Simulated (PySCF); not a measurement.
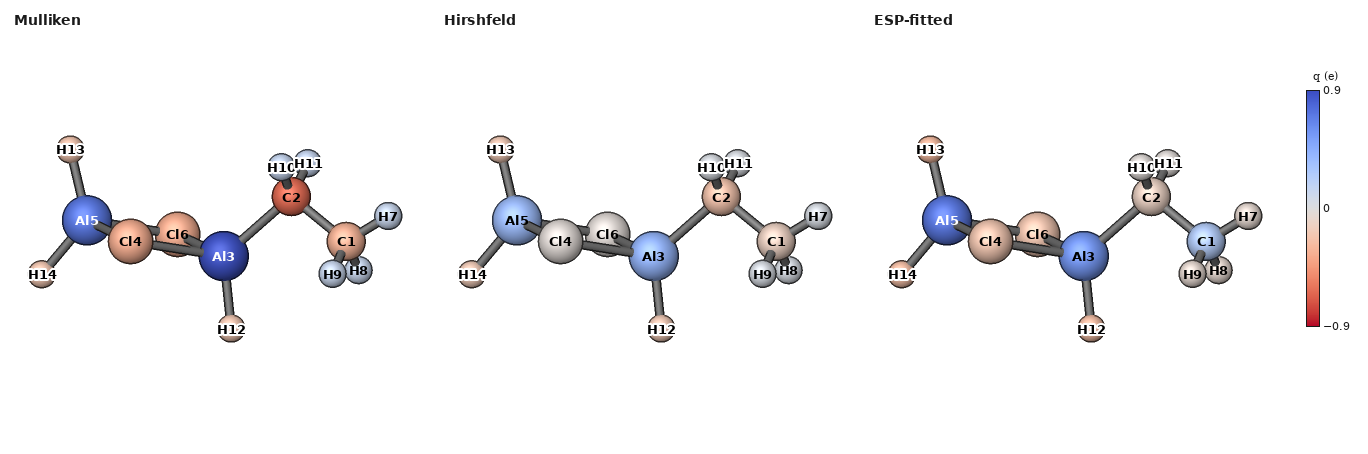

Atomic charges of one calculation by 3 schemes, on one colour scale. The computed structure is the end point of a GFN2-xTB optimisation. No frequency run is at hand to confirm it as a minimum. Method: PBE0/pcSseg-1 (PySCF 2.14.0).

Which scheme gives the most polar picture (largest mean size of the charges)?

Answer. The Mulliken charges are the largest in size here, and the Hirshfeld charges the smallest.

On which atom do the schemes disagree most?

Answer. On C1 (from −0.31 to 0.24 e).

List the charges (e), one line for each set of equivalent atoms.

```csv
atom,Mulliken,Hirshfeld,ESP-fitted
C1,−0.31,−0.12,0.24
C2,−0.63,−0.22,−0.12
Al3,0.87,0.40,0.56
"Cl4, Cl6",−0.34,−0.03,−0.20
Al5,0.71,0.36,0.71
H7,0.12,0.04,−0.06
"H8, H9",0.12,0.04,−0.06
"H10, H11",0.14,0.03,−0.02
H12,−0.19,−0.18,−0.25
H13,−0.21,−0.18,−0.27
H14,−0.20,−0.17,−0.25
```

The geometry is semi-empirical. Around Al such bond lengths and angles can be off by a tenth of an ångström or more and by several degrees, and values that hang on the shape move with them.
